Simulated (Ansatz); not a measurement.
Base system: CsPbBr$_{3}$ in the cubic perovskite structure (space group Pm-3m, No. 221; a = 6.0028 Å).

It is then changed as follows: an isotropic linear strain of −0.83 %; the atoms relax in the strained cell.

Calculations: Ansatz (an electronic-structure program) PBE, no SOC.

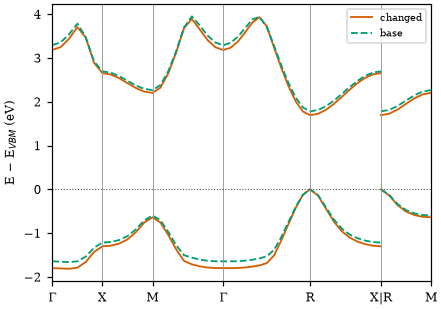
*Highest valence and lowest conduction band along the path, each from its own valence-band maximum*

Problem. From the figure, how large is the changed gap, and is it direct?

Solution. About 1.7 eV, direct at R.

Spin-orbit coupling, missing from the scalar runs, can matter with Pb. Stability against distortions was not tested. Many cubic perovskites are stable only at high temperature; tilts and polar distortions were not tested. This is not the structure that CsPbBr3 has at room temperature and ambient pressure.
